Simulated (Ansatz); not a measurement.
```xyz
12

Si   -0.6005    1.7031   -0.0481
H     0.6275    2.5323    0.0011
O    -0.0889    0.1180   -0.0088
C    -1.0310   -0.9383   -0.0444
H    -1.3648    1.9812   -1.2993
H    -1.4820    2.0070    1.1168
H     3.2197   -1.4788   -0.6219
S     2.7944   -1.5221    0.6537
H    -1.6059   -0.9290   -0.9802
H    -1.7292   -0.8830    0.8018
H    -0.4800   -1.8809    0.0197
H     1.7408   -0.7096    0.4096
```

These are results of Ansatz 0.2.0, RKS PBE0/6-31G*, not measurements.

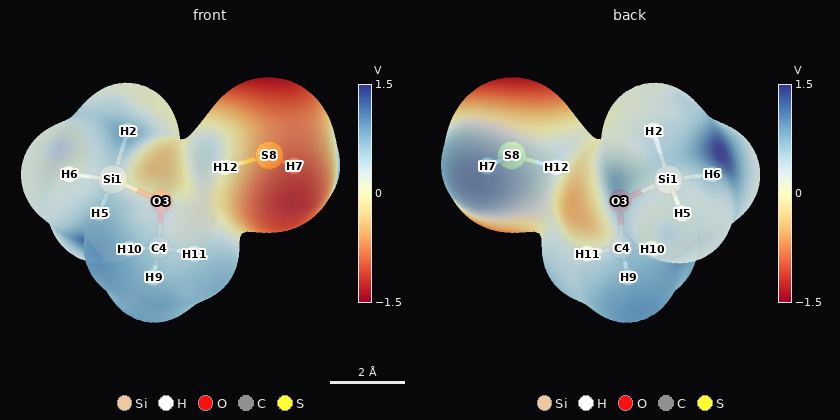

CH6OSi···H2S. The electrostatic potential painted on the density surface at 0.002 e/bohr³, seen from the front and from behind; the colour scale runs from red (negative) to blue (positive).

Which sites attract a positive test charge, and which a negative one?

Answer. A positive charge is drawn to the negative regions and a negative charge to the positive ones. The most negative region (about −1.4 V) lies over S8, the most positive (about +1.4 V) over Si1.
